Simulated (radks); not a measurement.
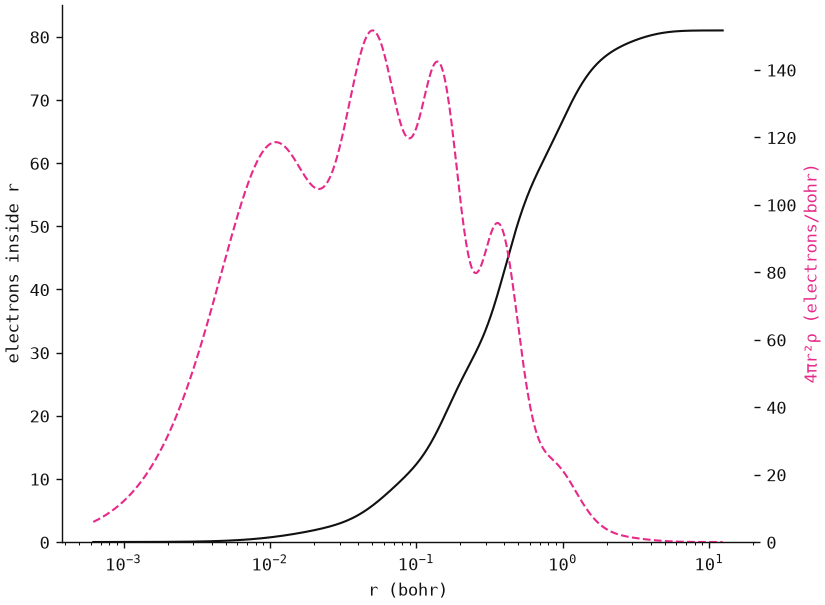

System: a free Tl atom, configuration [Xe] 4f14 5d10 6p3 (6p1/2: 2, 6p3/2: 1). Method: Dirac Kohn-Sham, BLYP, spin-unpolarised, spherical densities, point nucleus; computed with the in-house radial solver radks.

```
Z 81
configuration [Xe] 4f14 5d10 6p3
relativity Dirac
functional b88,lyp
spin unpolarised
j_filling energy
nucleus point
c 137.035999084
```

The plot shows the number of electrons inside radius r (solid) and the radial density 4πr²ρ (dashed).

Q: What does the plot show?

Answer: The count levels off at 81 electrons. Half of them lie within 0.373 bohr, 90 % within 1.38 bohr and 99 % within 3.95 bohr. The radial density has minima at 0.0217, 0.0893 and 0.255 bohr, where the count stands at 2.0, 11.0 and 30.0; these part the shells that the density resolves.
